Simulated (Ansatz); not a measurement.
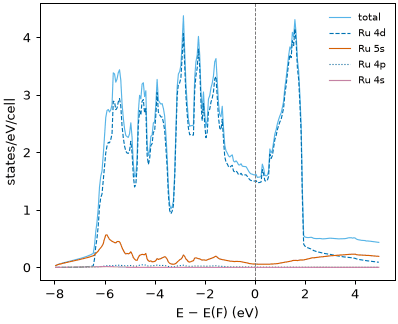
Total and projected density of states of Ru (hcp (Mg type), P6_3/mmc), the program Ansatz at the PBE+D3(BJ) level (PAW)

Question: Which orbitals carry the states next to the Fermi level?

Answer: Within 0.5 eV of the Fermi level: Ru 4d 93 %. Projections are on Löwdin-orthogonalised atomic valence shells; empty p or d shells of many metals are not among them.

Question: Where is the tallest occupied peak in this window, and what makes it?

Answer: Near -2.9 eV, about 4.4 states/eV per cell; the largest projected share is Ru 4d.

Symmetry was held in the PBE+D3(BJ) relaxation. The run is not spin-polarised. The pairwise dispersion correction was not fitted to metals. Spin–orbit coupling is left out wherever it is not named.

Potentials: the earlier of the program's two PAW sets.
